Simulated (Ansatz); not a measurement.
# A computed series for hypothetical NiAs type PtS: response to strain

Consider PtS in the NiAs type structure (space group P6_3/mmc, No. 194; a = 3.7509 Å, c = 5.5498 Å; a hypothetical phase, not in the database extracts checked; relaxed with 0.1 eV smearing). Axes: x lies along a and z along c of the hexagonal cell.

Strains are applied to the cell and any free atomic positions relax; under biaxial strain the out-of-plane vector relaxes too.

Computed with PBE (Ansatz, a first-principles code, PAW, no spin-orbit coupling).

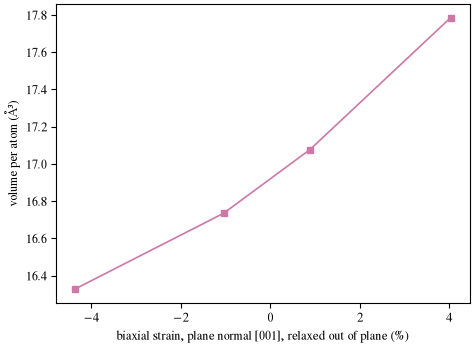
Fig. 1. Volume per atom against biaxial strain, plane normal [001], relaxed out of plane

```json
[
 {"biaxial strain, plane normal [001], relaxed out of plane (%)": "-4.36", "volume per atom": "16.33 Å³"},
 {"biaxial strain, plane normal [001], relaxed out of plane (%)": "-1.04", "volume per atom": "16.73 Å³"},
 {"biaxial strain, plane normal [001], relaxed out of plane (%)": "0.89", "volume per atom": "17.08 Å³"},
 {"biaxial strain, plane normal [001], relaxed out of plane (%)": "4.04", "volume per atom": "17.79 Å³"}
]
```

Whether these cells are dynamically stable was not tested. All final runs are without spin polarisation.
